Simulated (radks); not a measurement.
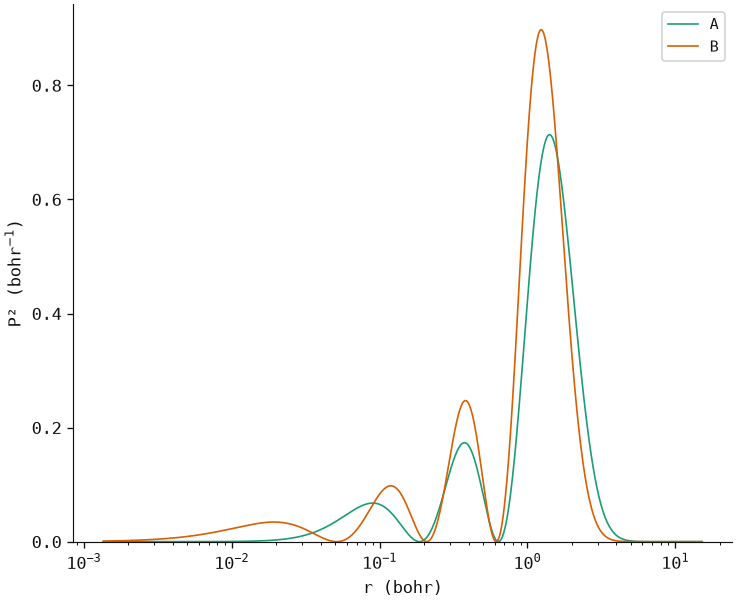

System: a free Rb atom, configuration [Kr] 5s1 (high spin). All numbers are computed, not measured: scalar-relativistic Kohn-Sham, LB94 model potential, spin-polarised, spherical densities, finite nucleus (the in-house radial solver radks).

The plot shows the radial probability densities P² of 4s up and 4p up.

Which curve belongs to which orbital?

A is 4p up; B is 4s up. 4s up: outer maximum at 1.24 bohr, ⟨r⟩ = 1.44 bohr, 3 nodes, eigenvalue −37.0 eV; 4p up: outer maximum at 1.41 bohr, ⟨r⟩ = 1.70 bohr, 2 nodes, eigenvalue −20.8 eV.
